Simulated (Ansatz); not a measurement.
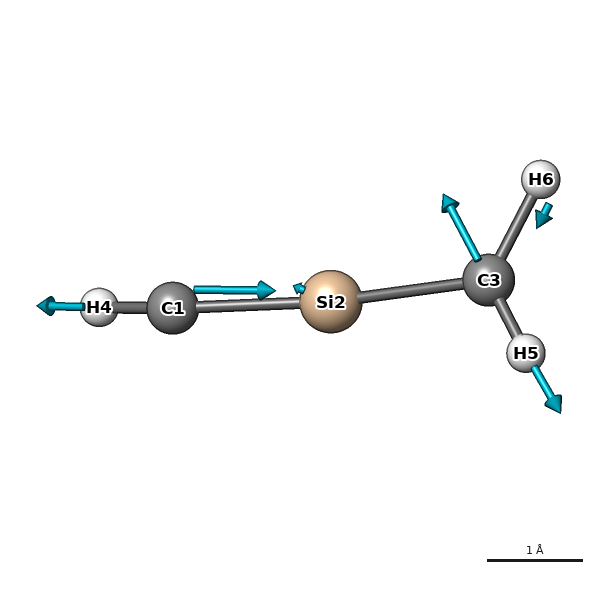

Arrows show the forces on the atoms, 0.1 Å of arrow for 1 eV/Å; forces under a tenth of the largest aren't drawn. The species has charge +1 and is a spin singlet. Level of theory: HSE06 (plane-wave form)-D4/def2-TZVPP (Ansatz 0.2.0).

Q: On which atom is the force largest, and how large is it?

A: On C1: 9.47 eV/Å.

List the force components in the frame of the picture (x right, y up, z towards the viewer), in eV/Å.

| atom | Fx | Fy | Fz |
| --- | --- | --- | --- |
| C1 | 8.68 | −0.12 | 3.79 |
| Si2 | −1.30 | 0.54 | −0.11 |
| C3 | −3.76 | 7.14 | −2.97 |
| H4 | −5.10 | 0.13 | −3.01 |
| H5 | 2.87 | −4.99 | 2.56 |
| H6 | −1.40 | −2.71 | −0.26 |
